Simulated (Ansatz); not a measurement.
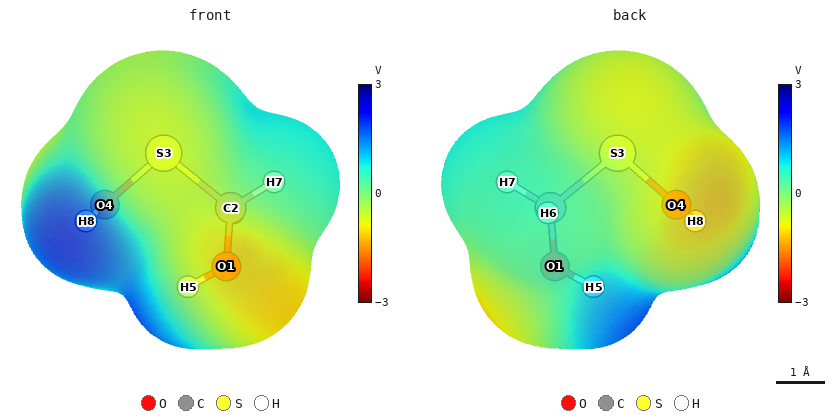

The picture shows: CH$_{4}$O$_{2}$S. The electrostatic potential painted on the density surface at 0.001 e/bohr³, seen from the front and from behind; the colour scale runs from red (negative) to blue (positive).

Computed with RKS PBE/def2-SVP in Ansatz.

```xyz
8

O     0.4723    0.9910   -0.8841
C     0.1809    0.7692    0.4606
S     0.3766   -0.9834    0.9889
O    -0.7237   -1.6311   -0.1628
H    -0.1901    0.4703   -1.3809
H    -0.8586    1.0712    0.7317
H     0.8918    1.3436    1.0927
H    -0.1492   -2.0308   -0.8462
```

### Describe the electrostatic potential map.

The most negative region (about −1.2 V) lies over O1 and O4, the most positive (about +2.0 V) over H8.
